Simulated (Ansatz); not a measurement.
# Mg2IBrF2: complex band structure

A new crystal, Mg2IBrF2: structure, gap and complex bands. It is built by putting Mg for Ba in the Ba2IBrF2 structure of space group P4mm, with the volume rescaled by atomic radii. The parent structure comes from the Materials Project.

Method: r2SCAN DFT, plane waves, PAW files, in the first sound run; inputs show where later runs differ, in Ansatz 0.2.0.

The structure was built from a prototype and need not be the compound's stable phase.

### Step 1. The starting structure

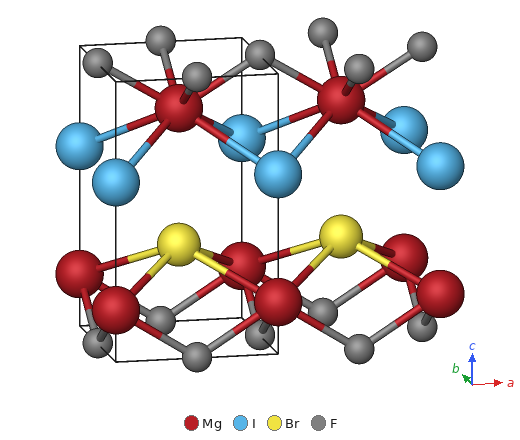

Start, viewed slightly off an axis; magnesium red, iodine blue, bromine yellow, fluorine grey. 2×1×1 cells are drawn. Some periodic images of atoms are drawn too.

Structure file:

```cif
data_structure
_symmetry_space_group_name_H-M 'P4mm'
_symmetry_Int_Tables_number 99
_cell_length_a 4.0265
_cell_length_b 4.0265
_cell_length_c 6.9598
_cell_angle_alpha 90.000
_cell_angle_beta 90.000
_cell_angle_gamma 90.000
_cell_volume 112.84
loop_
_atom_site_label
_atom_site_type_symbol
_atom_site_symmetry_multiplicity
_atom_site_Wyckoff_symbol
_atom_site_fract_x
_atom_site_fract_y
_atom_site_fract_z
_atom_site_occupancy
Mg1 Mg 1 b 0.50000 0.50000 0.82740 1
Mg2 Mg 1 a 0.00000 0.00000 0.18519 1
I1 I 1 a 0.00000 0.00000 0.64139 1
Br1 Br 1 b 0.50000 0.50000 0.34010 1
F1 F 2 c 0.50000 0.00000 0.00296 1
```

### Step 2. Relaxing the new crystal

The substituted atoms don't fit the parent's cell, so cell and atoms relax together. A small smearing keeps the run stable in case the gap closes on the way.

File input.yaml:

```yaml
crystal:
  lattice:
    - [4.0265196916, 0.0, 0.0]
    - [0.0, 4.0265196916, 0.0]
    - [0.0, 0.0, 6.9597533511]
  atoms:
    - { symbol: Mg, position: [0.5, 0.5, 0.827396] }
    - { symbol: Mg, position: [0.0, 0.0, 0.185191] }
    - { symbol: I, position: [0.0, 0.0, 0.641387] }
    - { symbol: Br, position: [0.5, 0.5, 0.340098] }
    - { symbol: F, position: [0.5, 0.0, 0.002964] }
    - { symbol: F, position: [0.0, 0.5, 0.002964] }
kpoints:
  mp_grid: { grid: [6, 6, 4] }
scf:
  occupations: { method: gaussian, width: 0.03 }
hamiltonian:
  xc: r2scan
output:
  forces: true
  stress: true
relax:
  f_tol: 0.02
  max_steps: 60
  cell: {}
```

Run with:

```console
ansatz run input.yaml --threads 2 --pin off --max-ram 4096MiB --backend cpu --events-out ev --progress --plain --runs-dir out
```

Numbers of over 12 decimals in the logs are rounded to 6 here.

What it wrote:

```text
Engine: ansatz 0.2.0, aarch64-unknown-linux-gnu
Pseudopotentials: kind: paw
Pseudopotential: Mg, paw, valence charge 10, recommended cutoff 500 eV (meta_gga), Mg.paw.azcp
Pseudopotential: I, paw, valence charge 17, recommended cutoff 500 eV (meta_gga), I.paw.azcp
Pseudopotential: Br, paw, valence charge 7, recommended cutoff 500 eV (meta_gga), Br.paw.azcp
Pseudopotential: F, paw, valence charge 7, recommended cutoff 500 eV (meta_gga), F.paw.azcp
Functional definition: r2SCAN
  parameter k0 = 0.174
  parameter k1 = 0.065
  parameter a1 = 4.9479
  exchange = r2scan_x(k0 = k0, k1 = k1, a1 = a1)
  correlation = r2scan_c
Crystal: 6 atoms, lattice volume = 112.838 Å³
Basis set: ecut = 500 eV, 2937 PW (Γ), exchange–correlation on 120×120×216 points (64 copies of the dense FFT grid, shifted against one another)
Bands: 35, of which v1, the nominal top of the filled ones, is band 29 counted from 1 (28 counted from 0)
Symmetry: 8 space group operations
Space group: P4mm (ITA 99), of the structure as read, at distance tolerance 4.8e-5 Å
k-points: 30 of 144 (time reversal used)
Non-local potential: Mg, projectors of the file, l = 0: 3, l = 1: 2, l = 2: 1
Non-local potential: I, projectors of the file, l = 0: 2, l = 1: 2, l = 2: 2, l = 3: 2
Non-local potential: Br, projectors of the file, l = 0: 2, l = 1: 2, l = 2: 2
Non-local potential: F, projectors of the file, l = 0: 2, l = 1: 2, l = 2: 1
PAW form: soft (Blöchl's): semilocal exchange-correlation on the pseudo side does not see the compensation charge
PAW frozen core: Mg, regenerated for the run's functional (the file was generated under x = pbe(κ = 0.804, μ = 0.219515), c = pbe(β = 0.066725))
PAW frozen core: I, regenerated for the run's functional (the file was generated under x = pbe(κ = 0.804, μ = 0.219515), c = pbe(β = 0.066725))
PAW frozen core: Br, regenerated for the run's functional (the file was generated under x = pbe(κ = 0.804, μ = 0.219515), c = pbe(β = 0.066725))
PAW frozen core: F, regenerated for the run's functional (the file was generated under x = pbe(κ = 0.804, μ = 0.219515), c = pbe(β = 0.066725))
PAW one-centre angular grid: Mg, 302 points (default); XC on 224 Gauss nodes
PAW one-centre angular grid: I, 590 points (default); XC on 160 Gauss nodes
PAW one-centre angular grid: Br, 302 points (default); XC on 160 Gauss nodes
PAW one-centre angular grid: F, 302 points (default); XC on 160 Gauss nodes
Initial density: superposition of atomic densities (neutral atoms: chi_scale 0, normalization atom), corrected by the library's trained network
Initial wavefunctions: pseudopotential atomic-orbital guess
Functional: x = r2scan, c = r2scan; τ floored in thin density (d = 2e-4 eV/Å³)
SCF iter   1: F=—  HF=-15800.592228 eV  |F-HF|=—  |Δ(HF+E_count)|=         —  Δρ=7.99e-3  dr2=7.53e-2  dr2_τ=5.68e-2  ethr=1.77e-3  ⟨swp⟩=8.4  Hψ=4860  notcnv=0
preconditioner: auto → Resta (q_TF=auto, 2.442 Å⁻¹)  ε∞=3.6  [insulator: Δε(μ)=3.284 eV  Ē_g=11.451 eV  σ=0.030 eV  W_gap=1.00  n_scr=36 (ndim 8)  ℏωp=18.5 eV  f_vac=0.000  D(μ)=0.00/eV (n_scr^D=0)  ε∞_Penn≈3.6]
SCF iter   2: F=—  HF=-15800.653023 eV  |F-HF|=—  |Δ(HF+E_count)|=   6.08e-2  Δρ=3.74e-3  dr2=1.64e-2  dr2_τ=8.52e-4  ethr=1.30e-4  ⟨swp⟩=2.6  Hψ=1934  notcnv=0  defer=46
SCF iter   3: F=—  HF=-15800.652188 eV  |F-HF|=—  |Δ(HF+E_count)|=   8.35e-4  Δρ=1.12e-3  dr2=1.96e-3  dr2_τ=1.11e-4  ethr=2.83e-5  ⟨swp⟩=2.6  Hψ=1655  notcnv=0  defer=16
automatic band count: iteration 3 solves 34 bands in place of 35: the levels show a gap, and the empty bands left out lie too high to hold charge; the band table lists the bands solved (type scf.n_extra_bands for more)
SCF iter   4: F=—  HF=-15800.652071 eV  |F-HF|=—  |Δ(HF+E_count)|=   1.17e-4  Δρ=4.98e-4  dr2=2.08e-4  dr2_τ=1.74e-5  ethr=3.38e-6  ⟨swp⟩=2.0  Hψ=1543  notcnv=0  defer=16
SCF iter   5: F=—  HF=-15800.652055 eV  |F-HF|=—  |Δ(HF+E_count)|=   1.60e-5  Δρ=1.21e-4  dr2=1.44e-5  dr2_τ=8.14e-7  ethr=3.59e-7  ⟨swp⟩=2.0  Hψ=1471  notcnv=0  defer=16
SCF iter   6: F=—  HF=-15800.652057 eV  |F-HF|=—  |Δ(HF+E_count)|=   1.83e-6  Δρ=2.33e-5  dr2=5.87e-7  dr2_τ=3.35e-8  ethr=2.49e-8  ⟨swp⟩=2.1  Hψ=1536  notcnv=0  defer=16
SCF iter   7: F=-15800.652057 eV  HF=-15800.652057 eV  |F-HF|=8.99e-9  |Δ(HF+E_count)|=   1.96e-7  Δρ=5.99e-6  dr2=2.86e-8  dr2_τ=1.90e-9  ethr=1.72e-10  ⟨swp⟩=5.0  Hψ=3912  notcnv=0
SCF 1 converged in 7 iterations: F = -15800.652057 eV  dr2 = 2.86e-8
  greatest PAW one-centre occupation: 1.000 electrons in one spin orbital (limit 2), on the Mg atom at site 0 (counted from 0), in its partial waves of l = 0
relax step   1: F+E_penalty+E_count = -15800.65205737 eV  Δ(F+E_penalty+E_count) = +0.000e0 eV  max|allowed force component| = 1.272e0 eV/Å  Δτ_max = 0.0000 Å  P = -4.659 GPa  Ω = 112.838 Å³  (7 SCF iters, dr2 threshold 1.00e-7 eV, accepted)
Crystal: 6 atoms, lattice volume = 108.288 Å³
Basis set: ecut = 500 eV, 2711 PW (Γ), exchange–correlation on 120×120×216 points (64 copies of the dense FFT grid, shifted against one another)
Initial density: handed on by an earlier stage of this run
Initial wavefunctions: those handed on with the density
iter 1 solved again at ethr=4.13e-4 eV; its pass at ethr=3.10e-3 eV (dr2=2.39e-1 eV) is discarded
SCF iter   1: F=—  HF=-15801.161641 eV  |F-HF|=—  |Δ(HF+E_count)|=         —  Δρ=1.96e-2  dr2=2.39e-1  dr2_τ=5.21e-1  ethr=4.13e-4  ⟨swp⟩=1.3  Hψ=5766  notcnv=0
automatic band count: iteration 1 solves 33 bands in place of 35: the levels show a gap, and the empty bands left out lie too high to hold charge; the band table lists the bands solved (type scf.n_extra_bands for more)
preconditioner: auto → Resta (q_TF=auto, 2.459 Å⁻¹)  ε∞=3.9  [insulator: Δε(μ)=3.065 eV  Ē_g=11.031 eV  σ=0.030 eV  W_gap=1.00  n_scr=28 (ndim 8)  ℏωp=18.9 eV  f_vac=0.002  D(μ)=0.00/eV (n_scr^D=0)  ε∞_Penn≈3.9]
SCF iter   2: F=—  HF=-15801.340069 eV  |F-HF|=—  |Δ(HF+E_count)|=   1.78e-1  Δρ=1.07e-2  dr2=7.32e-2  dr2_τ=4.72e-3  ethr=4.12e-4  ⟨swp⟩=2.8  Hψ=1636  notcnv=0
SCF iter   3: F=—  HF=-15801.360514 eV  |F-HF|=—  |Δ(HF+E_count)|=   2.04e-2  Δρ=1.39e-3  dr2=1.20e-3  dr2_τ=1.96e-4  ethr=1.26e-4  ⟨swp⟩=3.2  Hψ=2096  notcnv=0
SCF iter   4: F=—  HF=-15801.361862 eV  |F-HF|=—  |Δ(HF+E_count)|=   1.35e-3  Δρ=6.38e-4  dr2=2.68e-4  dr2_τ=1.79e-5  ethr=2.08e-6  ⟨swp⟩=2.0  Hψ=2050  notcnv=0
SCF iter   5: F=—  HF=-15801.362039 eV  |F-HF|=—  |Δ(HF+E_count)|=   1.77e-4  Δρ=4.02e-4  dr2=9.52e-5  dr2_τ=9.87e-6  ethr=4.62e-7  ⟨swp⟩=2.0  Hψ=1490  notcnv=0
SCF iter   6: F=—  HF=-15801.362019 eV  |F-HF|=—  |Δ(HF+E_count)|=   2.01e-5  Δρ=5.12e-5  dr2=2.63e-6  dr2_τ=1.07e-7  ethr=1.64e-7  ⟨swp⟩=2.0  Hψ=1406  notcnv=0
[...]
SCF iter   5: F=—  HF=-15801.809108 eV  |F-HF|=—  |Δ(HF+E_count)|=   1.08e-4  Δρ=3.81e-4  dr2=9.85e-5  dr2_τ=7.86e-6  ethr=5.04e-7  ⟨swp⟩=2.1  Hψ=1528  notcnv=0
SCF iter   6: F=—  HF=-15801.809101 eV  |F-HF|=—  |Δ(HF+E_count)|=   7.51e-6  Δρ=7.84e-5  dr2=3.98e-6  dr2_τ=2.57e-7  ethr=1.70e-7  ⟨swp⟩=2.0  Hψ=1477  notcnv=0
SCF iter   7: F=-15801.809102 eV  HF=-15801.809102 eV  |F-HF|=2.14e-8  |Δ(HF+E_count)|=   1.65e-6  Δρ=1.75e-5  dr2=3.88e-7  dr2_τ=1.37e-8  ethr=1.03e-9  ⟨swp⟩=5.0  Hψ=4196  notcnv=0
SCF 3 converged in 7 iterations: F = -15801.809102 eV  dr2 = 3.88e-7
relax step   3: F+E_penalty+E_count = -15801.80910247 eV  Δ(F+E_penalty+E_count) = -4.471e-1 eV  max|allowed force component| = 2.684e-1 eV/Å  Δτ_max = 0.1451 Å  P = +2.273 GPa  Ω = 104.603 Å³  energy of the carried Pulay correction = +2.781e-3 eV  (7 SCF iters, dr2 threshold 6.00e-7 eV, accepted)
[... from here on, the SCF cycles and remarks between the steps are left out ...]
relax step   4: F+E_penalty+E_count = -15801.96191607 eV  Δ(F+E_penalty+E_count) = -1.528e-1 eV  max|allowed force component| = 2.383e-1 eV/Å  Δτ_max = 0.0467 Å  P = +1.596 GPa  Ω = 107.083 Å³  energy of the carried Pulay correction = +1.906e-3 eV  (6 SCF iters, dr2 threshold 6.00e-7 eV, accepted)
relax step   5: F+E_penalty+E_count = -15802.04330910 eV  Δ(F+E_penalty+E_count) = -8.139e-2 eV  max|allowed force component| = 6.281e-2 eV/Å  Δτ_max = 0.0745 Å  P = +0.583 GPa  Ω = 110.802 Å³  energy of the carried Pulay correction = +6.552e-4 eV  (7 SCF iters, dr2 threshold 6.00e-7 eV, accepted)
relax step   6: F+E_penalty+E_count = -15802.04998970 eV  Δ(F+E_penalty+E_count) = -6.681e-3 eV  max|allowed force component| = 6.580e-2 eV/Å  Δτ_max = 0.0416 Å  P = -0.362 GPa  Ω = 114.238 Å³  energy of the carried Pulay correction = -4.396e-4 eV  (6 SCF iters, dr2 threshold 6.00e-7 eV, accepted)
relax step   7: F+E_penalty+E_count = -15802.05337565 eV  Δ(F+E_penalty+E_count) = -3.386e-3 eV  max|allowed force component| = 5.186e-3 eV/Å  Δτ_max = 0.0172 Å  P = +0.006 GPa  Ω = 112.918 Å³  energy of the carried Pulay correction = -2.548e-5 eV  (6 SCF iters, dr2 threshold 6.00e-7 eV, accepted)
relax step   8: F+E_penalty+E_count = -15802.07419966 eV  Δ(F+E_penalty+E_count) = -2.082e-2 eV  max|allowed force component| = 7.253e-3 eV/Å  Δτ_max = 0.0000 Å  P = +0.350 GPa  Ω = 112.918 Å³  stress off target by 9.18e-1 GPa  SCF on the basis re-selected at this cell (its energy is not comparable with the rows above)  (7 SCF iters)
relax step   9: F+E_penalty+E_count = -15802.08105914 eV  Δ(F+E_penalty+E_count) = -6.859e-3 eV  max|allowed force component| = 8.884e-3 eV/Å  Δτ_max = 0.0250 Å  P = +0.122 GPa  Ω = 114.582 Å³  energy of the carried Pulay correction = -5.434e-4 eV  (6 SCF iters, dr2 threshold 6.00e-7 eV, accepted)
relax step  10: F+E_penalty+E_count = -15802.08317568 eV  Δ(F+E_penalty+E_count) = -2.117e-3 eV  max|allowed force component| = 9.491e-3 eV/Å  Δτ_max = 0.0413 Å  P = +0.001 GPa  Ω = 116.871 Å³  energy of the carried Pulay correction = -1.269e-3 eV  (7 SCF iters, dr2 threshold 3.84e-7 eV, accepted)
Basis set: ecut = 500 eV, 2977 PW (Γ), exchange–correlation on 108×108×288 points (64 copies of the dense FFT grid, shifted against one another)
iter 1 solved again at ethr=2.39e-7 eV; its pass at ethr=3.10e-3 eV (dr2=1.39e-4 eV) is discarded
SCF iter   1: F=—  HF=-15802.083760 eV  |F-HF|=—  |Δ(HF+E_count)|=         —  Δρ=1.80e-4  dr2=1.44e-6  dr2_τ=3.71e-6  ethr=2.39e-7  ⟨swp⟩=3.9  Hψ=8134  notcnv=0
preconditioner: auto → Resta (q_TF=auto, 2.428 Å⁻¹)  ε∞=3.1  [insulator: Δε(μ)=2.050 eV  Ē_g=12.413 eV  σ=0.030 eV  W_gap=1.00  n_scr=26 (ndim 8)  ℏωp=18.2 eV  f_vac=0.101  D(μ)=0.00/eV (n_scr^D=0)  ε∞_Penn≈3.1]
SCF iter   2: F=—  HF=-15802.084233 eV  |F-HF|=—  |Δ(HF+E_count)|=   4.73e-4  Δρ=9.11e-5  dr2=3.85e-7  dr2_τ=4.56e-6  ethr=2.48e-9  ⟨swp⟩=2.1  Hψ=1793  notcnv=0
SCF iter   3: F=—  HF=-15802.084316 eV  |F-HF|=—  |Δ(HF+E_count)|=   8.27e-5  Δρ=1.01e-5  dr2=3.25e-8  dr2_τ=3.12e-8  ethr=6.64e-10  ⟨swp⟩=2.7  Hψ=2060  notcnv=0
SCF iter   4: F=—  HF=-15802.084316 eV  |F-HF|=—  |Δ(HF+E_count)|=   4.42e-7  Δρ=1.44e-6  dr2=2.22e-9  dr2_τ=3.66e-10  ethr=5.60e-11  ⟨swp⟩=2.2  Hψ=1539  notcnv=0
SCF iter   5: F=—  HF=-15802.084316 eV  |F-HF|=—  |Δ(HF+E_count)|=   2.17e-9  Δρ=5.15e-7  dr2=1.96e-10  dr2_τ=1.99e-11  ethr=3.83e-12  ⟨swp⟩=2.0  Hψ=1514  notcnv=0
SCF iter   6: F=-15802.084316 eV  HF=-15802.084316 eV  |F-HF|=2.18e-11  |Δ(HF+E_count)|=  1.95e-10  Δρ=1.11e-7  dr2=1.36e-11  dr2_τ=1.05e-12  ethr=1.00e-12  ⟨swp⟩=5.0  Hψ=4085  notcnv=0
SCF 11 converged in 6 iterations: F = -15802.084316 eV  dr2 = 1.36e-11
relax step  11: F+E_penalty+E_count = -15802.08431595 eV  Δ(F+E_penalty+E_count) = -1.140e-3 eV  max|allowed force component| = 9.499e-3 eV/Å  Δτ_max = 0.0000 Å  P = -0.006 GPa  Ω = 116.871 Å³  stress off target by 1.19e-2 GPa  SCF on the basis re-selected at this cell (its energy is not comparable with the rows above)  (6 SCF iters)
basis re-selected at this cell: Δ(F+E_penalty+E_count) = -1.140e-3 eV, ΔP = -0.007 GPa vs the last step (what re-selecting the basis moved, of the pressure what is left beyond the Pulay correction that the steps carried, after the strain that the cell walked since its last selection, with what the two solves' SCF thresholds leave and, on support functions, any second-order correction that the steps lacked; it is no measure of the basis error at this ecutwfc). The dense FFT grid was sized anew with the basis: this SCF ran on 27×27×72 points, the steps before it on 27×27×64, so part of this shift can come from that change (see relax.cell in the input reference). [rest of the remark cut]
SCF converged after 6 iterations
Free energy (F): -15802.084316 eV
Harris-Foulkes:  -15802.084316 eV  (|F-HF|=2.18e-11)
Internal energy: -15802.084316 eV  (E = F + TS)
E sigma→0 (E₀):  -15802.084316 eV
Fermi energy:    7.360601 eV
--- Per-component energies (eV) ---
  E_band       = -1222.450567
  E_kinetic    = 896.282438
  E_local      = -8505.463933  (includes V_loc(G=0)·N_el)
  E_nonlocal   = 315.954527
  E_hartree    = 3636.152452
  E_xc         = -587.586248
  E_vxc        = -569.540820  (∫ρ·V_xc dr)
  E_paw        = -8109.834530  (= ΣΔE_a)
  E_vpaw       = -668.141243  (= ΣTr[D̂ρ^β])
  E_aug_tail   = 0.001999  (compensation charges beyond the density's cutoff)
  E_vtau       = 36.151563  (kinetic-family band-sum trace: ∫τ·v_τ [+ j·A + Jᵃ·Aᵃ] dr)
  E_ewald      = -3447.390681
  E_core_change = -0.200340  (= ΣΔE_core)
  E_smearing   = -0.000000  (= −TS)
  E_closure    = -0.000000  (closes the sum)
  Σ components = -15802.084316   (vs F -15802.084316, Δ=0.00e0)
--- Forces (eV/Å), atoms counted from 1 ---
  atom   1  Mg    -0.00000000     0.00000000    -0.00264461
  atom   2  Mg    -0.00000000     0.00000000     0.00191756
  atom   3  I     -0.00000000     0.00000000    -0.00949892
  atom   4  Br    -0.00000000     0.00000000     0.00221743
  atom   5  F     -0.00000000    -0.00000000     0.00400372
  atom   6  F      0.00000000     0.00000000     0.00400372
  max |Σ_I F_I| component: 1.08e-6 eV/Å
--- Stress (GPa, compression-positive) ---
       -0.011913       0.000000       0.000000
        0.000000      -0.011913       0.000000
        0.000000       0.000000       0.004471
  P = ⅓ Tr σ = -0.0065 GPa (-0.065 kbar)
--- Relaxed structure (9 steps of the walk, 9 accepted, 2 SCFs on fresh bases) ---
  F+E_penalty+E_count = -15802.08431595 eV   max|allowed force component| = 9.499e-3 eV/Å   (the final SCF, on the basis selected at the relaxed cell)
  cell:  # Å, volume = 116.8713 Å³
    - [3.633644, 0.0, 0]
    - [0.0, 3.633644, 0.0]
    - [0, 0.0, 8.851625]
  atoms:
    - { symbol: Mg, position: [0.5, 0.5, 0.876639] }
    - { symbol: Mg, position: [0, 0.0, 0.132407] }
    - { symbol: I, position: [0, 0.0, 0.687646] }
    - { symbol: Br, position: [0.5, 0.5, 0.293837] }
    - { symbol: F, position: [0.5, 0.0, 0.00473563] }
    - { symbol: F, position: [0, 0.5, 0.00473563] }
```

The job ended after 2.2 min (2 threads of Arm Neoverse V1, shared host; peak memory 0.61 GiB; 4.4 min of CPU time).

Step by step:

```csv
step,energy less that of the first step (eV),largest force component (eV/Å),pressure (GPa),volume (Å³)
1,0.0000,1.2721,-4.66,112.84
2,-0.7100,0.9036,-2.00,108.29
3,-1.1570,0.2684,2.27,104.60
4,-1.3099,0.2383,1.60,107.08
5,-1.3913,0.0628,0.58,110.80
6,-1.3979,0.0658,-0.36,114.24
7,-1.4013,0.0052,0.01,112.92
8*,-1.4221,0.0073,0.35,112.92
9,-1.4290,0.0089,0.12,114.58
10,-1.4311,0.0095,0.00,116.87
11*,-1.4323,0.0095,-0.01,116.87
```

Relaxation steps marked * repeat the geometry before them on a plane-wave basis chosen anew for their cell, so energy and pressure can jump there.

The run keeps the 8 symmetry operations that it works with, so distortions that break them were not tested.

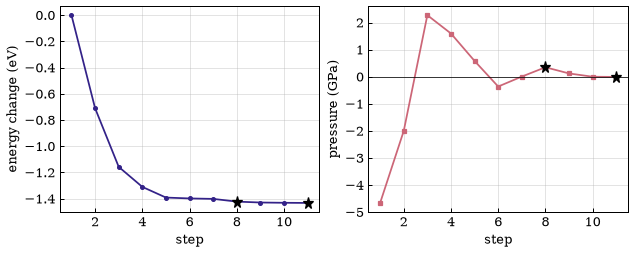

Energy and pressure along the relaxation. Stars mark steps on a basis chosen anew.

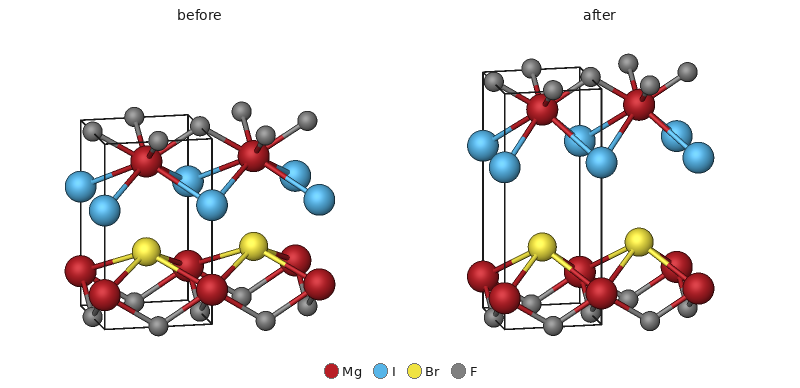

The structure before and after the relaxation, drawn at the same scale.

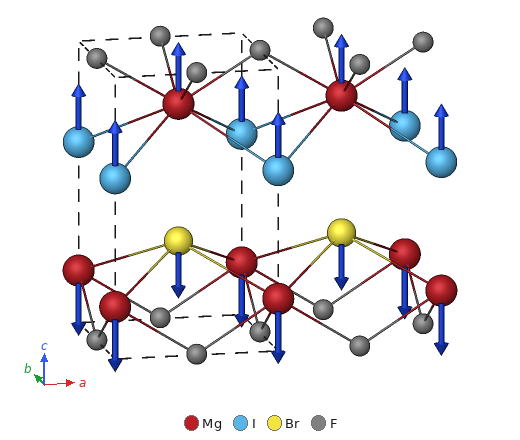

Displacements in the relaxation, exaggerated, measured against the changing cell; the longest in the cell stands for 0.47 Å. 2×1×1 cells are drawn. Some periodic images of atoms are drawn too.

```csv
cell as run,before,after,change
a (Å),4.027,3.634,-9.8 %
b (Å),4.027,3.634,-9.8 %
c (Å),6.960,8.852,+27.2 %
volume (Å³/atom),18.81,19.48,+3.6 %
```

The atoms that moved most (Å, as changes of fractional coordinates times the final cell):

```csv
atom,dx,dy,dz,length
Mg2,0.000,0.000,-0.467,0.467
Mg1,0.000,0.000,0.436,0.436
Br4,0.000,0.000,-0.409,0.409
I3,0.000,0.000,0.409,0.409
F5,0.000,0.000,0.016,0.016
F6,0.000,0.000,0.016,0.016
```

Final coordinates:

```xyz
6
Lattice="3.6336 0.0000 0.0000 0.0000 3.6336 0.0000 0.0000 0.0000 8.8516" Properties=species:S:1:pos:R:3 pbc="T T T"
Mg    1.8168    1.8168    7.7597
Mg    0.0000    0.0000    1.1720
I     0.0000    0.0000    6.0868
Br    1.8168    1.8168    2.6009
F     1.8168    0.0000    0.0419
F     0.0000    1.8168    0.0419
```

Numbers from this step:

```yaml
free_energy: -15802.0843 eV
fermi_energy: 7.361 eV
pressure: -0.006452 GPa
```

The largest force component on a free atom ends at 0.0095 eV/Å.

(Part 1 of 3 ends here.)

[Logs are printed without paths, hosts, clocks, repeated set-up lines and the standing remarks that a program may print on its own settings, such as how far it seeks lower states.]

[Hosts, paths, dates, database ids (printed as entryN), source tags and the programs' standing remarks are cut or masked in the printed files.]

[New means built here by substitution; the compound itself may be known and measured.]
